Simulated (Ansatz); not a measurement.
**Cl2H2HfS2: one species, many methods**

Aim: compute Cl2H2HfS2 with functionals from several rungs and with coupled cluster. Orbital energies and run times are compared, and the correlation energy is taken apart.

Program: Ansatz 0.2.0, Gaussian basis. Level of theory: functionals in def2-TZVPP, the program's frozen cores in correlated methods. These are calculated values, not measurements.

Plan: PBE-D4, r2SCAN-D4, PBE0-D4, B3LYP-D4, ωB97X-V, ωB97M-V, B2PLYP; CCSD(T)/def2-TZVPP; MP2/def2-QZVPP; extrapolation to the limit.

**1. The relaxed structure**

The geometry comes from an earlier relaxation with PBE0-D4 in a triple-zeta def2 set; it is a stationary point, not always the lowest conformer. Hf takes the def2 core potential; no spin-orbit term is included.

SMILES `[SH][Hf]([SH])([Cl])[Cl]`, 7 atoms, charge 0, spin multiplicity 1.

Atoms are counted from 1 here; the program's logs count them from 0.

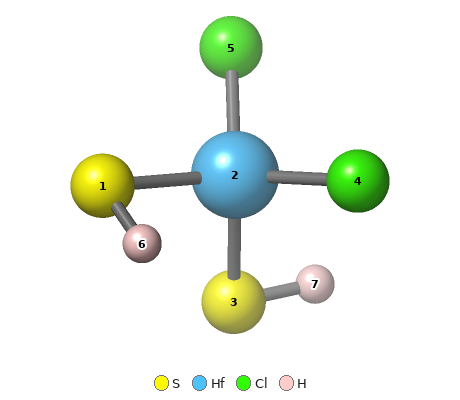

The structure; sulfur yellow, hafnium blue, chlorine green, hydrogen pink; atoms are numbered from 1 in the order of the file.

**2. PBE-D4 (GGA)**

Contents of in.yaml:

```yaml
crystal:
  periodic: [false, false, false]
  atoms:
    - {symbol: S, position_ang: [-1.158026, 1.994347, -0.471060]}
    - {symbol: Hf, position_ang: [0.384914, 0.188297, -0.053378]}
    - {symbol: S, position_ang: [-0.796177, -1.802586, -0.751948]}
    - {symbol: Cl, position_ang: [0.886489, 0.009994, 2.215287]}
    - {symbol: Cl, position_ang: [2.292184, 0.503847, -1.347083]}
    - {symbol: H, position_ang: [-1.797332, 1.698035, 0.680397]}
    - {symbol: H, position_ang: [0.187948, -2.591935, -0.272194]}
basis:
  gaussian: {orbitals: def2-TZVPP}
hamiltonian: {xc: pbe, dispersion: d4}
output: {forces: true, orbitals: {seedname: orbitals}}
```

The run is started by

```
$ ansatz run in.yaml --threads 4 --pin off --events-out ev --progress --plain --max-ram 10444MiB
```

The log of the run:

```text
Functional definition: PBE
  name "PBE"
  cite "Perdew, Burke & Ernzerhof, Phys. Rev. Lett. 77, 3865 (1996) doi:10.1103/PhysRevLett.77.3865"
  parent pbe
  parameter kappa = 0.804
  parameter beta = 0.06672455060314922
  exchange = pbe_x(kappa = kappa, mu = beta*pi^2/3)
  correlation = pbe_c(beta = beta)
1632 factors; their error is unknown
mean field evaluation 1: about -48042.7562 eV, gradient 3.2e1 eV
mean field evaluation 2: about -48040.0928 eV, gradient 4.7e1 eV
mean field evaluation 4: about -48045.3120 eV, gradient 4.4e0 eV
mean field evaluation 8: about -48045.3621 eV, gradient 2.7e-1 eV
mean field evaluation 16: about -48045.3366 eV, gradient 3.4e-4 eV
mean field -48045.33657184 eV, -1765.6335527163 hartree, gradient 2.7e-5 eV, S^2 0.000000; 0 other end points of the search recorded, 0 dependent functions left out
the calculation of the forces begins
reference -48045.33661341 eV, -1765.6335542441 hartree; 40, 40 occupied and 212, 212 virtual orbitals, 1632 factors
Total energy: -48045.59117147 eV, -1765.6429090801 hartree
Atom 0 at    -1.158026     1.994347    -0.471060 Å, force    -0.010942     0.186043    -0.246150 eV/Å
Atom 1 at     0.384914     0.188297    -0.053378 Å, force     0.023826    -0.015863     0.041007 eV/Å
Atom 2 at    -0.796177    -1.802586    -0.751948 Å, force    -0.262858     0.003479    -0.137023 eV/Å
Atom 3 at     0.886489     0.009994     2.215287 Å, force     0.036990    -0.013843     0.170511 eV/Å
Atom 4 at     2.292184     0.503847    -1.347083 Å, force     0.147455     0.029339    -0.109610 eV/Å
Atom 5 at    -1.797332     1.698035     0.680397 Å, force    -0.107839    -0.052170     0.200684 eV/Å
Atom 6 at     0.187948    -2.591935    -0.272194 Å, force     0.173368    -0.136985     0.080581 eV/Å
Dipole moment:    -0.054660    -0.059624     0.129295 e Å
```

Run time: 2 s. Hardware: 4 threads of Intel Xeon 6975P-C, shared host.

HOMO -6.87 eV, LUMO -2.95 eV.

**3. r2SCAN-D4 (meta-GGA)**

Changes to in.yaml since step 2:

```diff
@@ -12,3 +12,3 @@
   gaussian: {orbitals: def2-TZVPP}
-hamiltonian: {xc: pbe, dispersion: d4}
+hamiltonian: {xc: r2scan, dispersion: d4}
 output: {forces: true, orbitals: {seedname: orbitals}}
```

The command is unchanged.

The log of the run, cut to the lines that bear on the results:

```text
Functional definition: r2SCAN
  name "r2SCAN"
  cite "Furness, Kaplan, Ning, Perdew & Sun, J. Phys. Chem. Lett. 11, 8208 (2020) doi:10.1021/acs.jpclett.0c02405"
  cite "Furness, Kaplan, Ning, Perdew & Sun, J. Phys. Chem. Lett. 11, 9248 (2020) doi:10.1021/acs.jpclett.0c03077"
  parent r2scan
[...]
1632 factors; their error is unknown
[...]
mean field -48062.03509754 eV, -1766.2472122171 hartree, gradient 1.2e-5 eV, S^2 0.000000; 0 other end points of the search recorded, 0 dependent functions left out
[...]
reference -48062.03510910 eV, -1766.2472126421 hartree; 40, 40 occupied and 212, 212 virtual orbitals, 1632 factors
Total energy: -48062.09856149 eV, -1766.2495444743 hartree
Atom 0 at    -1.158026     1.994347    -0.471060 Å, force    -0.077056     0.103653    -0.027913 eV/Å
Atom 1 at     0.384914     0.188297    -0.053378 Å, force    -0.003201    -0.019866     0.016697 eV/Å
Atom 2 at    -0.796177    -1.802586    -0.751948 Å, force    -0.060684    -0.097855    -0.034356 eV/Å
Atom 3 at     0.886489     0.009994     2.215287 Å, force     0.031469    -0.006960     0.117890 eV/Å
Atom 4 at     2.292184     0.503847    -1.347083 Å, force     0.103597     0.022482    -0.069658 eV/Å
Atom 5 at    -1.797332     1.698035     0.680397 Å, force     0.003191    -0.005422    -0.001640 eV/Å
Atom 6 at     0.187948    -2.591935    -0.272194 Å, force     0.002683     0.003969    -0.001019 eV/Å
Dipole moment:    -0.052202    -0.068066     0.137565 e Å
```

Wall time 3.7 s (4 threads of Intel Xeon 6975P-C, shared host).

HOMO -7.19 eV, LUMO -2.80 eV.

**4. PBE0-D4 (hybrid)**

Changes to in.yaml since step 3:

```diff
@@ -12,3 +12,3 @@
   gaussian: {orbitals: def2-TZVPP}
-hamiltonian: {xc: r2scan, dispersion: d4}
-output: {forces: true, orbitals: {seedname: orbitals}}
+hamiltonian: {xc: pbe0, dispersion: d4}
+output: {orbitals: {seedname: orbitals}}
```

Launched as before.

The log of the run:

```text
Functional definition: PBE0
  name "PBE0"
  cite "Adamo & Barone, J. Chem. Phys. 110, 6158 (1999) doi:10.1063/1.478522"
  cite "Perdew, Burke & Ernzerhof, Phys. Rev. Lett. 77, 3865 (1996) doi:10.1103/PhysRevLett.77.3865"
  parent pbe
  parameter a = 0.25
  parameter kappa = 0.804
  parameter beta = 0.06672455060314922
  exchange = (1 - a)*pbe_x(kappa = kappa, mu = beta*pi^2/3) + a*exact_x
  correlation = pbe_c(beta = beta)
1802 factors; their error is unknown
mean field evaluation 1: about -48046.1272 eV, gradient 2.8e1 eV
mean field evaluation 2: about -48043.1675 eV, gradient 4.6e1 eV
mean field evaluation 4: about -48048.1052 eV, gradient 2.0e0 eV
mean field evaluation 8: about -48048.1145 eV, gradient 4.3e-2 eV
mean field evaluation 16: about -48048.2051 eV, gradient 5.3e-5 eV
mean field -48048.20510973 eV, -1765.7389695393 hartree, gradient 5.3e-5 eV, S^2 0.000000; 0 other end points of the search recorded, 0 dependent functions left out
reference -48048.20514094 eV, -1765.7389706862 hartree; 40, 40 occupied and 212, 212 virtual orbitals, 1802 factors
Total energy: -48048.43245777 eV, -1765.7473244259 hartree
```

Run time: 2.8 s. Hardware: 4 threads of Intel Xeon 6975P-C, shared host; peak memory 0.92 GiB.

HOMO -8.09 eV, LUMO -2.15 eV.

**5. B3LYP-D4 (hybrid)**

B3LYP here takes the VWN-RPA correlation.

Changes to in.yaml since step 4:

```diff
@@ -12,3 +12,3 @@
   gaussian: {orbitals: def2-TZVPP}
-hamiltonian: {xc: pbe0, dispersion: d4}
-output: {orbitals: {seedname: orbitals}}
+hamiltonian: {xc: {name: B3LYP}, dispersion: d4}
+output: {forces: true, orbitals: {seedname: orbitals}}
```

The command is unchanged.

The log of the run, cut to the lines that bear on the results:

```text
Functional definition: B3LYP
  name "B3LYP"
  cite "Stephens, Devlin, Chabalowski & Frisch, J. Phys. Chem. 98, 11623 (1994) doi:10.1021/j100096a001"
  cite "Becke, Phys. Rev. A 38, 3098 (1988) doi:10.1103/PhysRevA.38.3098"
  cite "Lee, Yang & Parr, Phys. Rev. B 37, 785 (1988) doi:10.1103/PhysRevB.37.785"
  cite "Vosko, Wilk & Nusair, Can. J. Phys. 58, 1200 (1980) doi:10.1139/p80-159"
[...]
1709 factors; their error is unknown
[...]
mean field -48066.52695816 eV, -1766.4122850504 hartree, gradient 5.3e-5 eV, S^2 0.000000; 0 other end points of the search recorded, 0 dependent functions left out
[...]
reference -48066.52724716 eV, -1766.4122956708 hartree; 40, 40 occupied and 212, 212 virtual orbitals, 1709 factors
Total energy: -48066.94058881 eV, -1766.4274856963 hartree
Atom 0 at    -1.158026     1.994347    -0.471060 Å, force    -0.152136     0.166374    -0.022110 eV/Å
Atom 1 at     0.384914     0.188297    -0.053378 Å, force    -0.001064    -0.004311     0.005843 eV/Å
Atom 2 at    -0.796177    -1.802586    -0.751948 Å, force    -0.091877    -0.196710    -0.057512 eV/Å
Atom 3 at     0.886489     0.009994     2.215287 Å, force     0.059964    -0.016890     0.258643 eV/Å
Atom 4 at     2.292184     0.503847    -1.347083 Å, force     0.218442     0.043066    -0.154435 eV/Å
Atom 5 at    -1.797332     1.698035     0.680397 Å, force    -0.013041     0.022424    -0.016532 eV/Å
Atom 6 at     0.187948    -2.591935    -0.272194 Å, force    -0.020288    -0.013953    -0.013897 eV/Å
Dipole moment:    -0.052555    -0.062327     0.128760 e Å
```

It took 4.2 s on 4 threads of Intel Xeon 6975P-C, shared host; peak memory 0.94 GiB.

HOMO -7.81 eV, LUMO -2.32 eV.

**6. ωB97X-V (range-separated)**

Changes to in.yaml since step 5:

```diff
@@ -12,3 +12,3 @@
   gaussian: {orbitals: def2-TZVPP}
-hamiltonian: {xc: {name: B3LYP}, dispersion: d4}
-output: {forces: true, orbitals: {seedname: orbitals}}
+hamiltonian: {xc: {name: wB97X-V}}
+output: {orbitals: {seedname: orbitals}}
```

The command is unchanged.

The log of the run, cut to the lines that bear on the results:

```text
Functional definition: wB97X-V
  name "wB97X-V"
  cite "Mardirossian & Head-Gordon, Phys. Chem. Chem. Phys. 16, 9904 (2014) doi:10.1039/C3CP54374A"
  cite "Becke, J. Chem. Phys. 107, 8554 (1997) doi:10.1063/1.475007"
  cite "Vydrov & Van Voorhis, J. Chem. Phys. 133, 244103 (2010) doi:10.1063/1.3521275"
[...]
      + integral(e_c_pw_opposite_spin*poly(b97_u_opposite, cos0, cos1)) + vv10(b, c)
1678 factors; their error is unknown
304 factors; integrals over basis functions are off by at most 2.0e-5 eV
[...]
mean field -48056.61494898 eV, -1766.0480254313 hartree, gradient 7.3e-5 eV, S^2 0.000000; 0 other end points of the search recorded, 0 dependent functions left out
reference -48056.61494695 eV, -1766.0480253570 hartree; 40, 40 occupied and 212, 212 virtual orbitals, 1678 factors
Total energy: -48056.61494695 eV, -1766.0480253570 hartree
```

It took 6 s on 4 threads of Intel Xeon 6975P-C, shared host; peak memory 1.1 GiB.

HOMO -10.42 eV, LUMO -0.01 eV.

**7. ωB97M-V (range-separated)**

Changes to in.yaml since step 6:

```diff
@@ -12,3 +12,3 @@
   gaussian: {orbitals: def2-TZVPP}
-hamiltonian: {xc: {name: wB97X-V}}
-output: {orbitals: {seedname: orbitals}}
+hamiltonian: {xc: {name: wB97M-V}}
+output: {forces: true, orbitals: {seedname: orbitals}}
```

The command is unchanged.

The log of the run, cut to the lines that bear on the results:

```text
Functional definition: wB97M-V
  name "wB97M-V"
  cite "Mardirossian & Head-Gordon, J. Chem. Phys. 144, 214110 (2016) doi:10.1063/1.4952647"
  cite "Becke, J. Chem. Phys. 107, 8554 (1997) doi:10.1063/1.475007"
  cite "Vydrov & Van Voorhis, J. Chem. Phys. 133, 244103 (2010) doi:10.1063/1.3521275"
  # Of w^i u^j: cxij and so on, Table III.
[...]
  gx(w, u) = 1 - cx + cx01*u + cx10*w
  gss(w, u) = css00 + css04*u^4 + css10*w + css20*w^2 + css43*w^4*u^3
  gos(w, u) = cos00 + cos10*w + (cos20 + cos21*u)*w^2 + (cos60 + cos61*u)*w^6
[...]
      + integral(e_c_pw_mod_opposite_spin*gos(b97_w_opposite, b97_u_opposite)) + vv10(b, c)
1678 factors; their error is unknown
304 factors; integrals over basis functions are off by at most 2.0e-5 eV
[...]
mean field -48059.75402485 eV, -1766.1633843421 hartree, gradient 7.1e-5 eV, S^2 0.000000; 0 other end points of the search recorded, 0 dependent functions left out
[...]
reference -48059.75407376 eV, -1766.1633861394 hartree; 40, 40 occupied and 212, 212 virtual orbitals, 1678 factors
Total energy: -48059.75407376 eV, -1766.1633861394 hartree
Atom 0 at    -1.158026     1.994347    -0.471060 Å, force    -0.075708     0.060666     0.042258 eV/Å
Atom 1 at     0.384914     0.188297    -0.053378 Å, force    -0.039742    -0.014247     0.000074 eV/Å
Atom 2 at    -0.796177    -1.802586    -0.751948 Å, force     0.006849    -0.129736    -0.004449 eV/Å
Atom 3 at     0.886489     0.009994     2.215287 Å, force     0.031199    -0.001808     0.100878 eV/Å
Atom 4 at     2.292184     0.503847    -1.347083 Å, force     0.086517     0.022560    -0.053343 eV/Å
Atom 5 at    -1.797332     1.698035     0.680397 Å, force     0.042576     0.005059    -0.061705 eV/Å
Atom 6 at     0.187948    -2.591935    -0.272194 Å, force    -0.051689     0.057506    -0.023714 eV/Å
Dipole moment:    -0.035812    -0.066460     0.135027 e Å
```

Run time: 8.5 s. Hardware: 4 threads of Intel Xeon 6975P-C, shared host; peak memory 1.2 GiB.

HOMO -10.24 eV, LUMO -0.08 eV.

**8. B2PLYP (double hybrid)**

Changes to in.yaml since step 7:

```diff
@@ -12,3 +12,2 @@
   gaussian: {orbitals: def2-TZVPP}
-hamiltonian: {xc: {name: wB97M-V}}
-output: {forces: true, orbitals: {seedname: orbitals}}
+hamiltonian: {xc: {name: B2PLYP}}
```

Same command.

The log of the run, cut to the lines that bear on the results:

```text
Functional definition: B2PLYP
  name "B2PLYP"
  cite "Grimme, J. Chem. Phys. 124, 034108 (2006) doi:10.1063/1.2148954"
  cite "Becke, Phys. Rev. A 38, 3098 (1988) doi:10.1103/PhysRevA.38.3098"
  cite "Lee, Yang & Parr, Phys. Rev. B 37, 785 (1988) doi:10.1103/PhysRevB.37.785"
[...]
1498 factors; integrals over basis functions are off by at most 9.7e-4 eV
[...]
mean field -48038.12716470 eV, -1765.3686118908 hartree, gradient 5.7e-6 eV, S^2 0.000000; 0 other end points of the search recorded, 0 dependent functions left out
20 core orbitals not correlated: weight in the atoms' cores, before any rotation towards them, 1.000 or more for the frozen orbitals, at most 0.000 for the correlated occupied ones
reference -48038.12734838 eV, -1765.3686186408 hartree; 20, 20 occupied and 212, 212 virtual orbitals, 1498 factors
second order -35.18626101 eV of doubles, -0.00000000 eV of singles
Total energy: -48047.62763885 eV, -1765.7177478761 hartree
```

Wall time 4.4 s (4 threads of Intel Xeon 6975P-C, shared host); peak memory 0.72 GiB.

**9. Frontier levels by functional**

Dipoles come from the runs that computed forces. Levels, from each run's orbital file:

| functional | HOMO (eV) | LUMO (eV) | gap (eV) | dipole (D) | time |
| --- | --- | --- | --- | --- | --- |
| PBE-D4 | -6.87 | -2.95 | 3.91 | 0.73 | 2 s |
| r2SCAN-D4 | -7.19 | -2.80 | 4.39 | 0.78 | 3.7 s |
| PBE0-D4 | -8.09 | -2.15 | 5.94 |  | 2.8 s |
| B3LYP-D4 | -7.81 | -2.32 | 5.49 | 0.73 | 4.2 s |
| ωB97X-V | -10.42 | -0.01 | 10.41 |  | 6 s |
| ωB97M-V | -10.24 | -0.08 | 10.16 | 0.74 | 8.5 s |

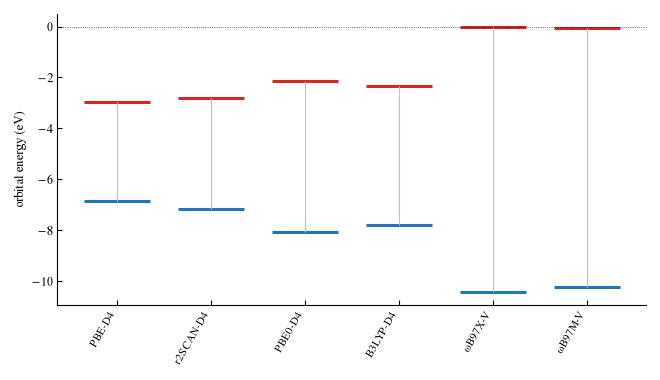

Highest occupied (blue) and lowest empty (red) level by functional.

**10. CCSD(T) in def2-TZVPP**

Changes to in.yaml since step 8:

```diff
@@ -12,2 +12,2 @@
   gaussian: {orbitals: def2-TZVPP}
-hamiltonian: {xc: {name: B2PLYP}}
+correlation: {method: ccsd_t}
```

Launched as before.

The log of the run, cut to the lines that bear on the results:

```text
Functional definition: HF
  name "HF"
  cite "Fock, Z. Phys. 61, 126 (1930) doi:10.1007/BF01340294"
  parent pbe
[...]
1498 factors; integrals over basis functions are off by at most 9.7e-4 eV
[...]
mean field -47974.73547309 eV, -1763.0390101924 hartree, gradient 1.5e-6 eV, S^2 0.000000; 0 other end points of the search recorded, 0 dependent functions left out
20 core orbitals not correlated: weight in the atoms' cores, before any rotation towards them, 1.000 or more for the frozen orbitals, at most 0.000 for the correlated occupied ones
reference -47974.73547309 eV, -1763.0390101924 hartree; 20, 20 occupied and 212, 212 virtual orbitals, 1498 factors
second order -28.62283882 eV of doubles, -0.00000000 eV of singles
cycle   1  -29.22412984 eV  change   -6.0e-1 eV  update   1.5e-1
[...]
cycle  10  -30.08060043 eV  change    1.5e-5 eV  update   2.1e-5
perturbative correction -1.46885786 eV, -0.0539795306 hartree
Total energy: -48006.28493137 eV, -1764.1984313994 hartree
```

Run time: 68 s. Hardware: 4 threads of Intel Xeon 6975P-C, shared host; peak memory 5.7 GiB.

**11. MP2 in def2-QZVPP**

Changes to in.yaml since step 10:

```diff
@@ -11,3 +11,3 @@
 basis:
-  gaussian: {orbitals: def2-TZVPP}
-correlation: {method: ccsd_t}
+  gaussian: {orbitals: "def2-QZVPP.json"}
+correlation: {method: mp2}
```

Same command.

The log of the run:

```text
Functional definition: HF
  name "HF"
  cite "Fock, Z. Phys. 61, 126 (1930) doi:10.1007/BF01340294"
  parent pbe
  exchange = exact_x
  correlation = 0
2500 factors; integrals over basis functions are off by at most 9.9e-4 eV
mean field evaluation 1: about -47972.6906 eV, gradient 3.1e1 eV
mean field evaluation 2: about -47972.8803 eV, gradient 3.1e1 eV
mean field evaluation 4: about -47975.9728 eV, gradient 3.2e0 eV
mean field evaluation 8: about -47976.0484 eV, gradient 3.6e-1 eV
mean field evaluation 16: about -47976.0496 eV, gradient 1.6e-6 eV
mean field -47976.04958102 eV, -1763.0873027680 hartree, gradient 1.6e-6 eV, S^2 0.000000; 0 other end points of the search recorded, 0 dependent functions left out
20 core orbitals not correlated: weight in the atoms' cores, before any rotation towards them, 1.000 or more for the frozen orbitals, at most 0.000 for the correlated occupied ones
reference -47976.04958102 eV, -1763.0873027680 hartree; 20, 20 occupied and 381, 381 virtual orbitals, 2500 factors
second order -31.85698445 eV of doubles, -0.00000000 eV of singles
Total energy: -48007.90656547 eV, -1764.2580253531 hartree
```

Wall time 11 s (4 threads of Intel Xeon 6975P-C, shared host); peak memory 2.1 GiB.

Energy pieces by basis (eV):

| basis | HF | MP2 correlation | CCSD correlation | (T) | total |
| --- | --- | --- | --- | --- | --- |
| def2-TZVPP | -47974.7355 | -28.6228 | -30.0806 | -1.4689 | -48006.2849 |
| def2-QZVPP | -47976.0496 | -31.8570 |  |  | -48007.9066 (MP2) |

The report of the def2-TZVPP run gives T1 = 0.0152.

**12. From triple and quadruple zeta to the limit**

No new run: Hartree-Fock is extrapolated as exp(−7.88√X) and correlation as X^−2.97, with X = 3 and 4; only MP2 was run in the larger set, so CCSD(T) minus MP2 is added from the smaller one.

| level | energy at the limit (eV) |
| --- | --- |
| HF | -47976.2306 |
| MP2 | -48010.4832 |
| CCSD | -48011.9410 |
| CCSD(T) | -48013.4099 |

**13. Summary of results**

```
                               quantity                                 value
 CCSD(T) correlation energy, def2-TZVPP                            -31.549 eV
              gap, smallest and largest  3.91 eV (PBE-D4), 10.41 eV (ωB97X-V)
                          T1 diagnostic                                0.0152
triples share of the correlation energy                                 4.7 %
```

What this shows: In def2-TZVPP MP2 gives 91 % of the CCSD(T) correlation energy. The gap grows from 3.9 to 10.4 eV across the functionals, mostly with the share of exact exchange. Correlated methods include outer-core shells of Hf, which these sets cover unevenly.
